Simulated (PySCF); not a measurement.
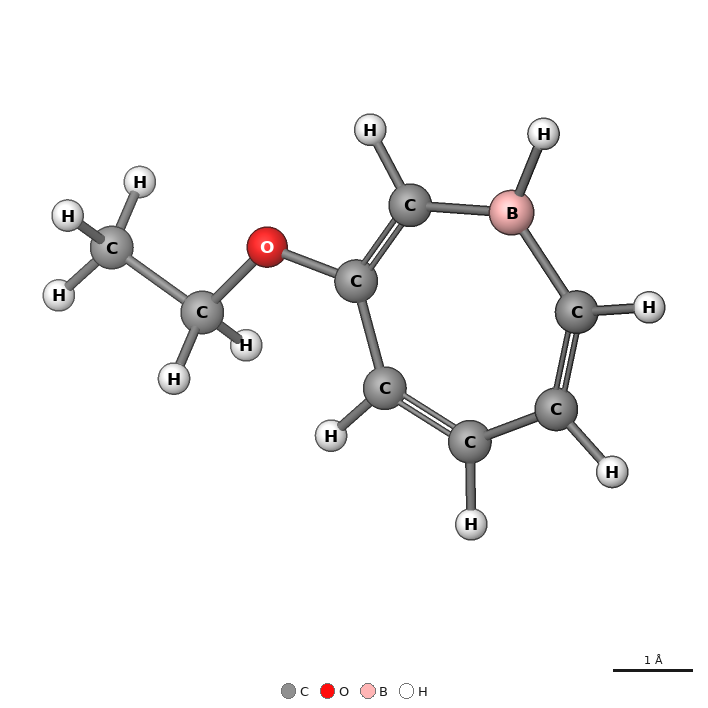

A ball-and-stick model of a molecule. Double and triple bonds are drawn as two and three sticks.

> Give the formula.

C8H11BO, 21 atoms: 8 carbon, 11 hydrogen, 1 boron and 1 oxygen.

> Does it have rings?

Independent rings (smallest set): 1 of 7 members.

> Name some functional groups or characteristic bonds that it holds.

Among them: ether, alkene, B–H bond.

The parts below concern this one geometry. Atoms keep their numbers from picture to picture. The computed structure is the end point of a PBE0-D3(BJ)/def2-SVP optimisation. No frequency run is at hand to confirm it as a minimum.

**Excitation**

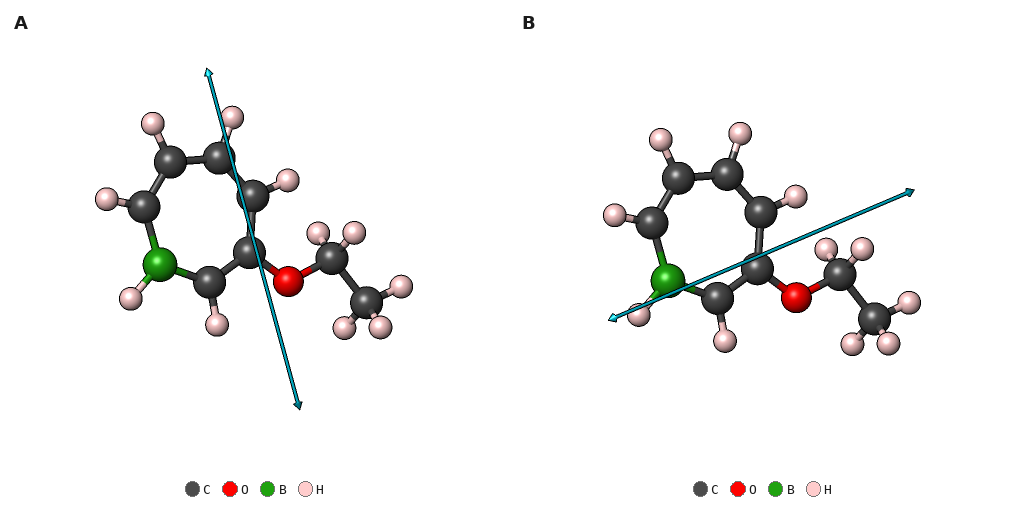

The double arrows show the directions of two transition dipoles from the ground state (lengths mean nothing). No frequency run is at hand to confirm it as a minimum. Properties computed with TDDFT B3LYP/def2-SVPD, vertical, gas phase, core orbitals frozen in the response (PySCF 2.14.0).

> One belongs to singlet state 1 and one to singlet state 5. Which is which?

A: state 1, 4.12 eV (301 nm), oscillator strength 0.034, mainly HOMO → LUMO (weight 0.68).
B: state 5, 5.44 eV (228 nm), oscillator strength 0.44, of mixed character, with the largest part HOMO → LUMO+1 (weight 0.42).

**Ring current**

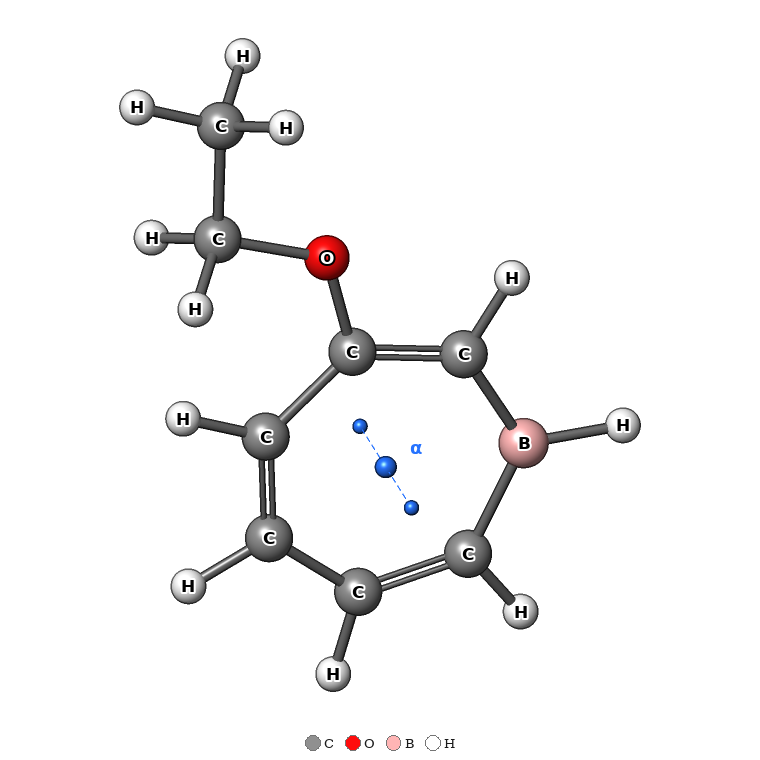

The small points mark where nucleus-independent chemical shifts (NICS) were computed: at the centre of each lettered ring and 1 Å above and below it. No frequency run is at hand to confirm it as a minimum. Method: GIAO PBE0/pcSseg-1 NMR shielding, non-relativistic, IEF-PCM dichloromethane (PySCF 2.14.0).

Give NICS(0), NICS(1) and the out-of-plane component NICS(1)zz for each ring (means of the two sides).

| ring | members | NICS(0) | NICS(1) | NICS(1)zz |
| --- | --- | --- | --- | --- |
| α | C6B | −4.2 | −7.3 | −18.4 |

Values in ppm.

> What do the values say about the ring currents?

Ring α: diatropic, as in an aromatic ring. NICS is one index among several.

**Charges**

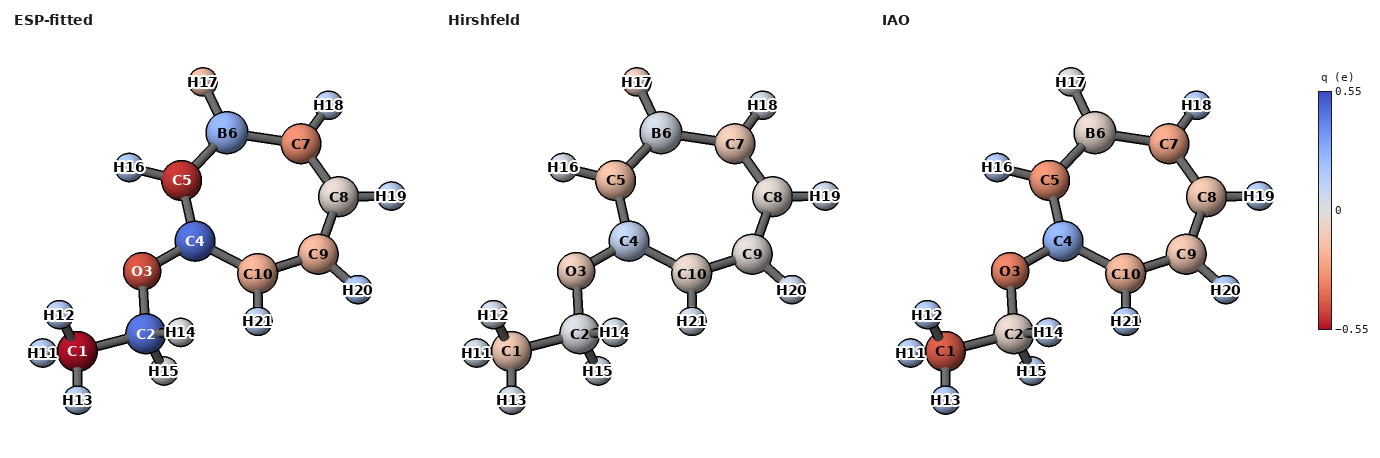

Atomic charges of one calculation by 3 schemes, on one colour scale. No frequency run is at hand to confirm it as a minimum. Level of theory: PBE0/pcSseg-1 in chloroform (IEF-PCM) (PySCF 2.14.0).

> Which scheme gives the most polar picture (largest mean size of the charges)?

The ESP-fitted charges are the largest in size here, and the Hirshfeld charges the smallest.

> On which atom do the schemes disagree most?

On C2 (from −0.05 to 0.44 e).

List the charges (e), one line for each set of equivalent atoms. Atoms whose distances differ by more than 0.02 Å in this geometry are listed apart.

```tsv
atom	ESP-fitted	Hirshfeld	IAO
C1	−0.53	−0.12	−0.41
C2	0.44	0.02	−0.05
O3	−0.43	−0.09	−0.33
C4	0.46	0.10	0.25
C5	−0.49	−0.14	−0.28
B6	0.25	0.04	−0.04
C7	−0.29	−0.10	−0.22
C8	−0.03	−0.03	−0.12
C9	−0.18	−0.02	−0.12
C10	−0.19	−0.05	−0.18
H11	0.15	0.05	0.15
H12	0.15	0.05	0.15
H13	0.13	0.05	0.15
H14	0.01	0.05	0.13
H15	0.01	0.05	0.13
H16	0.17	0.03	0.16
H17	−0.15	−0.09	−0.02
H18	0.14	0.04	0.15
H19	0.12	0.05	0.15
H20	0.17	0.06	0.17
H21	0.11	0.05	0.16
```
